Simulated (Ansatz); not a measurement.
InSe, pressure series

Start from InSe in the beta-GaS type structure (space group P6_3/mmc, No. 194; a = 4.0320 Å, c = 16.7626 Å; layered, stacked along the Cartesian z axis).

Cell and atoms are relaxed at each pressure.

Calculations: PBE-D3(BJ) (Ansatz, a program for electronic structure; PAW; 420 eV plane waves; scalar-relativistic without spin-orbit coupling), earlier PAW set.

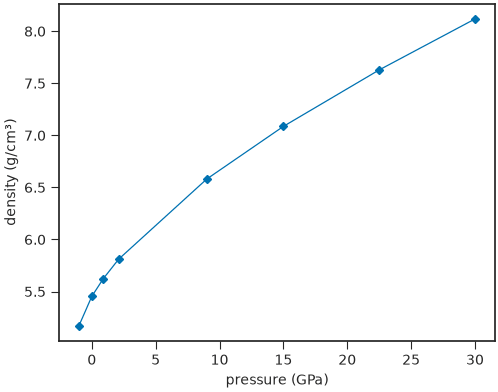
*Density against pressure*

```csv
pressure (GPa),density
-1,5.17 g/cm³
0.9,5.62 g/cm³
2.1,5.81 g/cm³
9,6.58 g/cm³
15,7.09 g/cm³
22.5,7.63 g/cm³
30,8.12 g/cm³
```

A case with no gap was solved on a k-mesh chosen for an insulator, which is coarse for it. Load acts through the strain it causes; cell and atoms are relaxed under it. Stability against distortions was not tested. Competing high-pressure phases were not computed. The final runs are not spin-polarised.
